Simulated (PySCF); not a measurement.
# WHOH: relaxation and vibrations of the triplet

Where does triplet WHOH go from a linear start, is the end point a minimum, and what are its modes, charges and moments?

The runs use PySCF 2.14.0; PBE0, basis W def2-TZVP with ECP60, H def2-TZVP, O def2-TZVP, scalar-relativistic core potentials, no spin–orbit coupling, density fitting.

## (1) The system as given

4 atoms, charge 0, spin multiplicity 3.

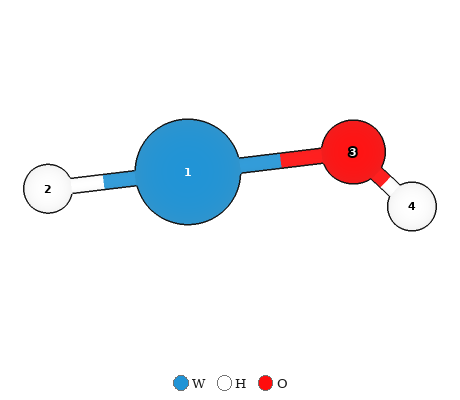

As it starts; tungsten blue, hydrogen white, oxygen red; atoms are numbered from 1 in the order of the file.

Coordinates in bohr (charge 0 multiplicity 3):
```
W     0.0000    0.0000    0.0000
H     0.0000    0.0000    3.1936
O     0.0000    0.0000   -3.7795
H     1.3897    0.0000   -4.9456
```

## (2) Finding the electronic state

The steps below are one call of a driver around PySCF. For each, scf.py gives the equivalent set-up of the SCF; relaxations use the driver's own optimiser. After this first run the driver tries any further starts and a stability analysis.

scf.py

```python
from pyscf import gto, scf, dft
mol = gto.M(atom='''
W      0.000000     0.000000     0.000000
H      0.000000     0.000000     1.690000
O      0.000000     0.000000    -2.000000
H      0.735400     0.000000    -2.617100''',
    basis={'W': 'def2-TZVP', 'H': 'def2-TZVP', 'O': 'def2-TZVP'},
    ecp={'W': 'def2-TZVP'},
    charge=0, spin=2)
mf = dft.UKS(mol, xc='PBE0')
mf.grids.atom_grid = (50, 194)
aux = {'W': 'def2-universal-JKFIT', 'H': 'def2-universal-JKFIT', 'O': 'def2-universal-JKFIT'}
mf = mf.density_fit(auxbasis=aux)
mf.conv_tol = 1e-08
mf.diis_space = 10
mf.max_cycle = 60
mf.init_guess = 'minao'
mf.verbose = 4
mf.kernel()
```

Command:

```
$ OMP_NUM_THREADS=2 python axn.py task.json out
```

Output, shortened:

```text
[... the frontier levels of the middle cycles are left out ...]
init E= -124.627918692704
[... the frontier-level lines of each cycle are left out ...]
cycle= 1 E= -143.113313890704  delta_E= -18.5  |g|= 0.707  |ddm|= 4.96
cycle= 2 E= -139.034767065659  delta_E= 4.08  |g|= 2.65  |ddm|= 1.72
cycle= 3 E= -143.284504111234  delta_E= -4.25  |g|= 0.208  |ddm|= 1.58
cycle= 4 E= -143.314018726575  delta_E= -0.0295  |g|= 0.0792  |ddm|= 0.403
cycle= 5 E= -143.317423057157  delta_E= -0.0034  |g|= 0.0386  |ddm|= 0.113
cycle= 6 E= -143.318583278041  delta_E= -0.00116  |g|= 0.0141  |ddm|= 0.0414
cycle= 7 E= -143.319319374564  delta_E= -0.000736  |g|= 0.0101  |ddm|= 0.0436
cycle= 8 E= -143.320316280111  delta_E= -0.000997  |g|= 0.00837  |ddm|= 0.0672
cycle= 9 E= -143.321438797798  delta_E= -0.00112  |g|= 0.0076  |ddm|= 0.0868
cycle= 10 E= -143.322166207929  delta_E= -0.000727  |g|= 0.00813  |ddm|= 0.0626
cycle= 11 E= -143.322292801424  delta_E= -0.000127  |g|= 0.00806  |ddm|= 0.0113
cycle= 12 E= -143.321862049344  delta_E= 0.000431  |g|= 0.00755  |ddm|= 0.05
cycle= 13 E= -143.32078615639  delta_E= 0.00108  |g|= 0.00633  |ddm|= 0.209
cycle= 14 E= -143.320839468666  delta_E= -5.33e-05  |g|= 0.00356  |ddm|= 0.0334
[... 22 cycles left out ...]
cycle= 37 E= -143.321305695264  delta_E= -6.99e-05  |g|= 0.00118  |ddm|= 0.0792
cycle= 38 E= -143.321341807676  delta_E= -3.61e-05  |g|= 0.0019  |ddm|= 0.056
cycle= 39 E= -143.321321724214  delta_E= 2.01e-05  |g|= 0.00147  |ddm|= 0.0394
cycle= 40 E= -143.321314989879  delta_E= 6.73e-06  |g|= 0.000659  |ddm|= 0.0222
cycle= 41 E= -143.321326383161  delta_E= -1.14e-05  |g|= 0.000601  |ddm|= 0.0229
cycle= 42 E= -143.321337609757  delta_E= -1.12e-05  |g|= 0.00114  |ddm|= 0.0413
cycle= 43 E= -143.321341711077  delta_E= -4.1e-06  |g|= 0.000631  |ddm|= 0.0113
cycle= 44 E= -143.321342479007  delta_E= -7.68e-07  |g|= 0.000308  |ddm|= 0.0116
cycle= 45 E= -143.321343873022  delta_E= -1.39e-06  |g|= 0.000519  |ddm|= 0.0312
cycle= 46 E= -143.321343858829  delta_E= 1.42e-08  |g|= 0.000393  |ddm|= 0.00219
cycle= 47 E= -143.321344265871  delta_E= -4.07e-07  |g|= 0.000101  |ddm|= 0.00687
cycle= 48 E= -143.321344183417  delta_E= 8.25e-08  |g|= 0.000104  |ddm|= 0.00295
cycle= 49 E= -143.321344243993  delta_E= -6.06e-08  |g|= 1.73e-05  |ddm|= 0.00293
cycle= 50 E= -143.32134425309  delta_E= -9.1e-09  |g|= 8.84e-06  |ddm|= 0.00162
Extra cycle  E= -143.32134425337  delta_E= -2.8e-10  |g|= 1.63e-05  |ddm|= 3.85e-05
converged SCF energy = -143.32134425337  <S^2> = 2.0270533  2S+1 = 3.0179817
```

This step, with its further starts and checks, needed 32 s of wall time on 2 threads of Arm Neoverse N1, shared host.

The starts that the driver tried:

| start | energy (Eh) |
| --- | --- |
| the minimal-basis guess | -143.321344 |
| a thermally smeared density | -143.321344 |
| a smeared PBE density | -143.321344 |

This is not the lowest solution: one lies 12.8 kJ/mol lower, at -143.32623 Eh, and the relaxation starts from that.

## (3) Linear start, triplet: relaxation

The program finds Cs symmetry in the start, which this walk keeps. The walk stops when the largest gradient is under 0.0003 Eh/bohr and the energy has settled too.

scf.py: that of step 2 with these lines changed.

```diff
@@ -3,4 +3,4 @@
-W      0.000000     0.000000     0.000000
-H      0.000000     0.000000     1.690000
-O      0.000000     0.000000    -2.000000
-H      0.735400     0.000000    -2.617100''',
+W     -0.003670     0.000000     0.163022
+H     -0.003670     0.000000     1.853022
+O     -0.003670     0.000000    -1.836978
+H      0.731730     0.000000    -2.454078''',
@@ -17 +16,0 @@
-mf.init_guess = 'minao'
```

Energy and gradient, step by step:

```csv
step,energy (Eh),change (kJ/mol),largest symmetric gradient (Eh/bohr)
0,-143.326228,0.00,0.06733
1,-143.332487,-16.43,0.03317
2,-143.338935,-33.36,0.02183
3,-143.340869,-38.44,0.08370
4,-143.345866,-51.56,0.02979
5,-143.348884,-59.48,0.02010
6,-143.353492,-71.58,0.01716
7,-143.355127,-75.87,0.01591
8,-143.357299,-81.58,0.01277
9,-143.357973,-83.35,0.01713
10,-143.358745,-85.37,0.01261
11,-143.359145,-86.42,0.00564
12,-143.359168,-86.48,0.00419
13,-143.359211,-86.60,0.00119
14,-143.359216,-86.61,0.00047
15,-143.359217,-86.61,0.00006
```

The walk took 76 s.

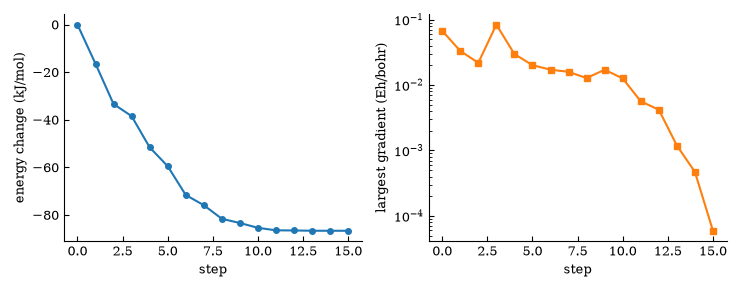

Energy and largest gradient along the walk.

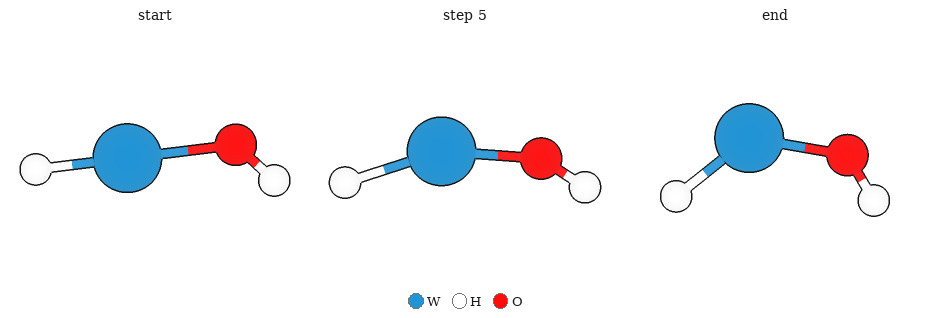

Start and end of the relaxation, with a step between.

End point (Cs, 15 steps, 86.6 kJ/mol gained): O–H 0.961 Å, W–H 1.713 Å, W–O 1.824 Å; H–O–W 129.9°, H–W–O 131.5°.

## (4) Frequencies

The point is checked on the finer grid, and tightened if its gradient asks for it. The Hessian and the dipole derivatives come from central differences of analytic gradients, with steps of 0.02 bohr.

scf.py: that of step 3 with these lines changed.

```diff
@@ -3,4 +3,4 @@
-W     -0.003670     0.000000     0.163022
-H     -0.003670     0.000000     1.853022
-O     -0.003670     0.000000    -1.836978
-H      0.731730     0.000000    -2.454078''',
+W     -0.053574     0.000000     0.141522
+H      0.843885     0.000000     1.600892
+O      0.477118     0.000000    -1.603788
+H      1.362418     0.000000    -1.978618''',
@@ -11 +11 @@
-mf.grids.atom_grid = (50, 194)
+mf.grids.atom_grid = (75, 302)
@@ -14 +14 @@
-mf.conv_tol = 1e-08
+mf.conv_tol = 1e-10
```

This SCF starts from the last density.

SCF at the final geometry:

```text
init E= -143.359224070485
[... the frontier-level lines of each cycle are left out ...]
cycle= 1 E= -143.359224070493  delta_E= -8.16e-12  |g|= 1.41e-06  |ddm|= 6.23e-06
Extra cycle  E= -143.359224070497  delta_E= -3.84e-12  |g|= 1.66e-06  |ddm|= 5.44e-06
converged SCF energy = -143.359224070497  <S^2> = 2.042007  2S+1 = 3.0278752
```

The whole step took 1.7 min.

Geometry: Cs; O–H 0.961 Å, W–H 1.713 Å, W–O 1.824 Å; H–O–W 129.9°, H–W–O 131.5°.

Modes, for the most abundant isotopes:

```
symmetry  ω (cm⁻¹)  IR (km/mol)
      a'       455          106
     a''       596         51.7
      a'       712         97.7
      a'       795         25.9
      a'      1971          115
      a'      3867          226
```

No imaginary mode, so this is a minimum.

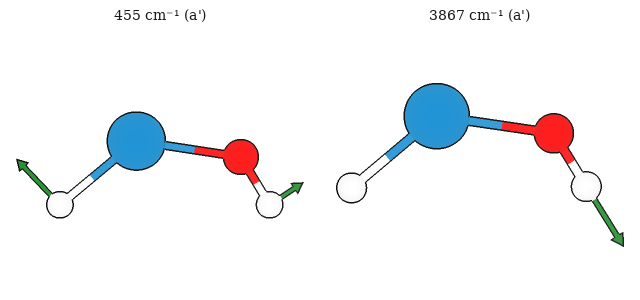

How the atoms move in 2 of the modes.

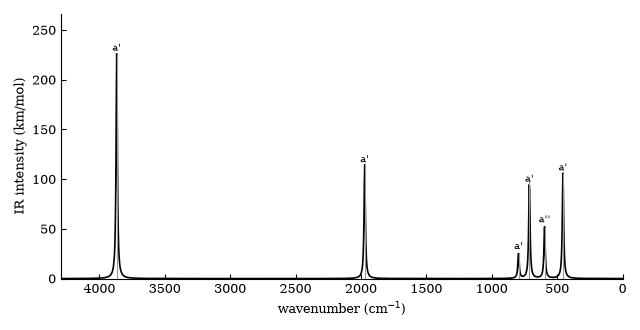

The harmonic infrared spectrum (widths in cm⁻¹). Lines are broadened to a width of 12 cm⁻¹ (Lorentzian).

Constants and moments:

```yaml
Dipole_moment: 1.19 D
Highest_occupied_level: -4.95 eV
Lowest_empty_level: -2.54 eV
Rotational_constants: 7.705, 0.3014, 0.2901 cm⁻¹
Zero-point_energy: 50.2 kJ/mol
Principal_polarisabilities: 55.2, 62.8, 70.4 bohr³
Atomisation_energy_without_zero-point_energy: 1125 kJ/mol
Principal_traceless_quadrupole_moments_about_the_centre_of_mass: -5.69, -4.16, 9.85 D Å
Entropy_at_298.15_K_and_1_bar_electronic_part_spin_only: 276.9 J/(mol K)
Heat_capacity_Cp_at_298.15_K: 49.4 J/(mol K)
Enthalpy_at_298.15_K_above_0_K: 11.52 kJ/mol
Rotational_symmetry_number: 1
Spin_squared_⟨S²⟩: 2.042
```

Charges (e) and bond orders:

```tsv
atom	Mulliken	Löwdin	polar tensor	spin (Mulliken)	Mayer order to W1
W1	0.32	0.24	0.51	2.13	–
H2	-0.11	-0.16	-0.19	-0.07	0.98
O3	-0.57	-0.25	-0.65	-0.06	1.30
H4	0.36	0.17	0.32	0.01	0.01
```

Mulliken populations on W1 (outside its core potential): s 3.41, p 6.21, d 4.01, f 0.04.

## (5) Outcome

```
                                          quantity                                                              value
                                           minimum                                                        triplet, Cs
                                          geometry  O–H 0.961 Å, W–H 1.713 Å, W–O 1.824 Å; H–O–W 129.9°, H–W–O 131.5°
                                wavenumbers (cm⁻¹)      455 (a'), 596 (a''), 712 (a'), 795 (a'), 1971 (a'), 3867 (a')
                                     dipole moment                                                             1.19 D
highest occupied, lowest empty level (either spin)                                                    -4.95, -2.54 eV
                         polar-tensor charge of W1                                                            +0.51 e
                                 zero-point energy                                                        50.2 kJ/mol
                               entropy at 298.15 K                                                    276.9 J/(mol K)
         atomisation energy (no zero-point energy)                                                        1125 kJ/mol
                                              ⟨S²⟩                                                              2.042
```

What this shows: The linear start keeps its Cs symmetry and ends in a minimum. The strongest infrared band lies at 3867 cm⁻¹ (a'). Most of the spin sits on W1 (Mulliken spin 2.13, against 2 for the whole molecule). The first SCF alone would have been 13 kJ/mol too high. Other starts or spin states, not run here, may lie lower. One determinant may miss the lowest occupation of an open d or f shell. With an element this heavy the missing spin–orbit coupling can shift these numbers.

The search up to here took 3.5 min.
